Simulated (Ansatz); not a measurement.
Converging the k-point mesh: Zn₂SeS (Pmm2, 4 atoms in the cell)

```
Zn2SeS
1.0
    3.92102     0.00000     0.00000
    0.00000     3.92102     0.00000
    0.00000     0.00000     5.53869
Zn Se S
2 1 1
Cartesian
  1.96051   0.00000   4.27635
  0.00000   1.96051   1.31234
  0.00000   0.00000   2.76934
  1.96051   1.96051   0.00000
```

Level of theory: PBEsol, default PAW files made with PBE (plane waves; Ansatz, an electronic-structure program).

Base settings: basis.ecutwfc = 420 eV; kpoints.mp_grid.grid = 6 6 5; hamiltonian.xc = pbesol; hamiltonian.pseudopotentials = {kind: paw} (the program's default PAW files); scf.occupations.method = fixed.

The second cell is the first with its lattice scaled by 0.98.

Only quantities that move along the ladder and can be compared are tabulated.

The count of work is k-points × plane waves × bands × iterations; it is no time. Core times come from one kind of shared machine, to one figure; runs under 30 s give none.

The starting cell comes from a database of computed structures (which also holds hypothetical and non-ambient phases and stackings), without a prior relaxation at this level. Its lattice was rescaled by up to half a per cent. One atom was moved a little off its site on purpose. Ansatz's pressure includes its estimate of the finite-basis (Pulay) stress.

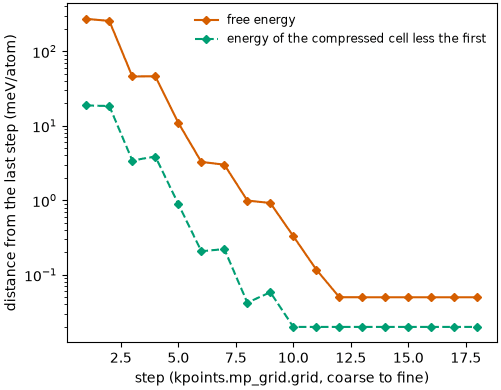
Distance from the last step along the ladder; very small values are drawn at a floor.

```tsv
kpoints.mp_grid.grid	free energy less the last step's (meV/atom)	energy of the compressed cell less the first (meV/atom)	pressure (GPa)	largest difference of a force vector from the last step's (eV/Å)	gap on the mesh (eV)	count of work / last	core time / last (rough)
2 2 1	272.25	21.09	0.42	0.137	1.301	0.0051	–
2 2 2	255.51	20.73	0.39	0.038	1.305	0.011	–
3 3 2	45.94	5.74	-1.39	0.008	1.360	0.010	–
3 3 3	46.13	6.19	-1.34	0.006	1.360	0.010	–
4 4 3	10.96	3.21	-1.69	0.003	1.373	0.023	–
5 5 3	3.28	2.52	-1.77	0.001	1.378	0.023	–
5 5 4	3.01	2.54	-1.77	0.001	1.378	0.034	–
6 6 4	0.99	2.36	-1.79	0.001	1.380	0.061	–
6 6 5	0.92	2.37	-1.79	0.001	1.380	0.061	–
7 7 5	0.33	2.33	-1.79	0.000	1.380	0.061	–
8 8 6	0.12	2.32	-1.79	0.000	1.380	0.14	–
9 9 6	0.05	2.32	-1.79	0.000	1.380	0.14	–
10 10 7	0.02	2.32	-1.79	0.000	1.381	0.21	0.2
11 11 8	0.01	2.31	-1.79	0.000	1.381	0.26	0.3
12 12 9	0.00	2.32	-1.79	0.000	1.381	0.35	0.3
13 13 10	0.00	2.32	-1.79	0.000	1.381	0.42	0.4
15 15 11	0.00	2.32	-1.79	0.000	1.381	0.55	0.5
16 16 12	0.00	2.32	-1.79	0.000	1.381	0.81	0.8
18 18 13	0.00	2.32	-1.79	0.000	1.381	1.0	1
```

Coarsest kpoints.mp_grid.grid that holds the energy of the compressed cell less the first within 0.5 meV/atom of the last step, with all finer ones: 5 5 3, at 0.023 of the last step's count of work; the step before is off by 0.89 meV/atom.

Coarsest kpoints.mp_grid.grid that holds the pressure within 1 GPa of the last step, with all finer ones: 3 3 2, at 0.010 of the last step's count of work; the step before is off by 2.2 GPa.

The energy difference between the two cells stays within 1 meV/atom of the last step's from 4 4 3 on, the total only from 6 6 4 on: much of the error is common to both cells and cancels.

Two neighbours can agree and both be off: 3 3 2 and 3 3 3 differ by 0.19 meV/atom in the free energy, yet lie about 46 meV/atom from the last step.

Keys are those of Ansatz 0.2.
